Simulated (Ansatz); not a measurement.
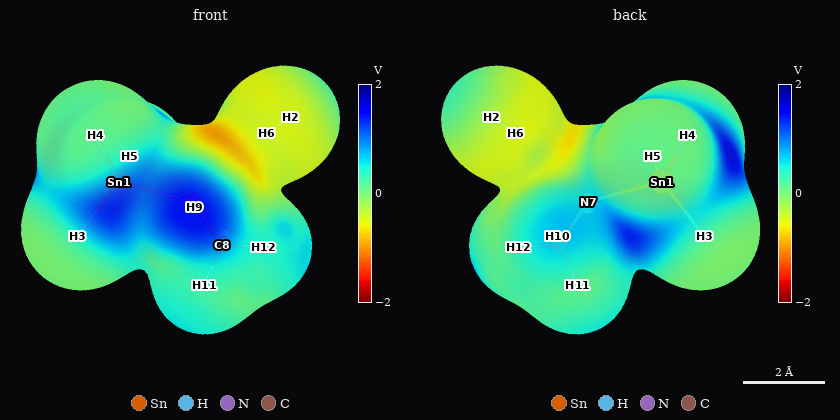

Figure. CH7NSn···H2. The molecular electrostatic potential painted on the density surface at 0.002 e/bohr³, seen from the front and from behind; the colour scale runs from red (negative) to blue (positive).

The product side of a reaction path; geometry: PBE0-D4/def2-TZVP; core potentials replace the inner electrons of Sn.

All numbers below come from Ansatz 0.2.0, RKS PBE0-D4/def2-TZVPP.

```
atom    x (Å)    y (Å)    z (Å)
  Sn  -1.6585  -0.0371  -0.7257
   H   1.2681   2.3122   1.8526
   H  -1.9114  -1.3148  -1.8450
   H  -2.9920   0.1216   0.3231
   H  -1.3191   1.4043  -1.5707
   H   0.8797   1.7260   1.5907
   N  -0.0415  -0.3759   0.4539
   C   1.2303  -0.6570  -0.1871
   H  -0.2335  -1.0451   1.1873
   H   1.4678   0.1396  -0.8985
   H   1.2745  -1.6099  -0.7353
   H   2.0358  -0.6641   0.5547
```

Q: Where is the surface potential most negative and most positive?

A: The most negative region (about −0.9 V) lies over H6 and N7, the most positive (about +1.6 V) over Sn1 and H9.
